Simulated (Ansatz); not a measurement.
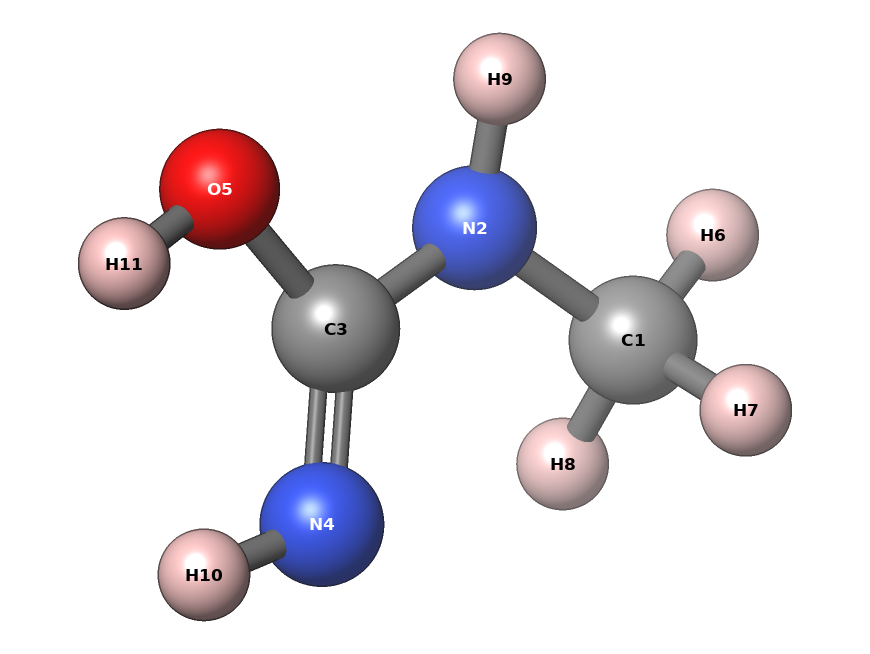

Atoms fade into the background with distance from the viewer. The geometry was computed by an optimisation with PBE0-D4/def2-TZVP. No frequency run is at hand to confirm it as a minimum.

Q: Find the stereocentres and stereogenic double bonds.

A: Double bonds: C3=N4.

Q: What are the Cahn–Ingold–Prelog descriptors?

A: C3=N4: Z.

Q: Write the isomeric SMILES.

A: [H]/N=C(\O)NC
